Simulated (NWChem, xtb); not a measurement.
## How methods differ on HCl (hydrogen chloride)

HCl has 2 atoms, charge 0, and is taken as a singlet. As SMILES, `Cl`. The coordinates come from a PBE0-D4/def2-TZVP relaxation.

```xyz
2

Cl    0.5460   -0.1785    0.2808
H    -0.5460    0.1785   -0.2808
```

Each level gives the mean polarisability (bohr³). The values are calculated.

**The experiment to reproduce.** NIST CCCBDB gives the mean polarisability of the gas as 17.0 bohr³.

```csv
level,kind,program,value (bohr³),computed − measured
GFN2-xTB,semi-empirical,xtb,17.3,+0.3
GFN0-xTB,semi-empirical,xtb,17.2,+0.2
CAM-B3LYP/MIDI!,range-separated hybrid,NWChem,7.6,-9.4
CAM-B3LYP/jorge-DZP,range-separated hybrid,NWChem,8.8,-8.2
CAM-B3LYP/jorge-TZP,range-separated hybrid,NWChem,12.1,-4.9
CAM-B3LYP/LANL2DZ (core potential),range-separated hybrid,NWChem,4.5,-12.5
CAM-B3LYP/MINI,range-separated hybrid,NWChem,3.7,-13.3
CAM-B3LYP/SBKJC-VDZ (core potential),range-separated hybrid,NWChem,4.7,-12.3
CAM-B3LYP/DGauss-DZVP,range-separated hybrid,NWChem,7.9,-9.1
```

Nearest: GFN0-xTB (+0.2 bohr³); farthest: CAM-B3LYP/MINI (-13.3 bohr³). Computed less measured by kind, in bohr³ (of the ab initio rows, those in MIDI!): semi-empirical +0.2 to +0.3; range-separated hybrid -9.4.

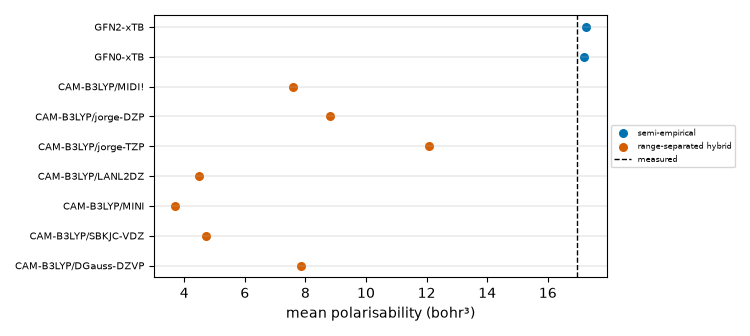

The values of the table, level by level.
